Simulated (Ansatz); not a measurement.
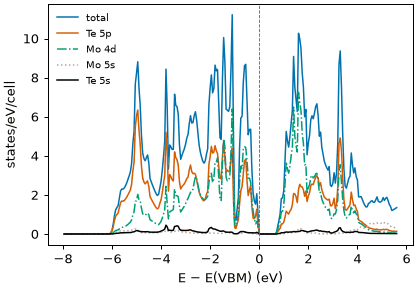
Figure. Total and projected density of states of Te2Mo in space group P6_3/mmc (No. 194; Mo on 2c, Te on 4f), the program Ansatz at the LDA level (PAW)

Q: Which orbitals carry the states next to the gap?

A: Top 1 eV of the valence band: Mo 4d 53 %, Te 5p 42 %. Bottom 1 eV of the conduction band: Mo 4d 69 %, Te 5p 24 %. Projections are on Löwdin-orthogonalised atomic valence shells; empty p or d shells of many metals are not among them.

Q: Where is the tallest occupied peak in this window, and what makes it?

A: Near -1.1 eV, about 11 states/eV per cell; the largest projected share is Mo 4d.

The cell was relaxed with LDA under the symmetry of its start; of distortions, only those at the zone centre were tested. No spin polarisation was allowed. The volume moved by -17 % from the start of the relaxation. A crystal of weakly bound layers computed without a dispersion correction: the cell and the soft elastic constants depend strongly on that. Scalar-relativistic: spin–orbit coupling is off unless named, which matters more the heavier the elements.

Potentials: the later of the program's two PAW sets.
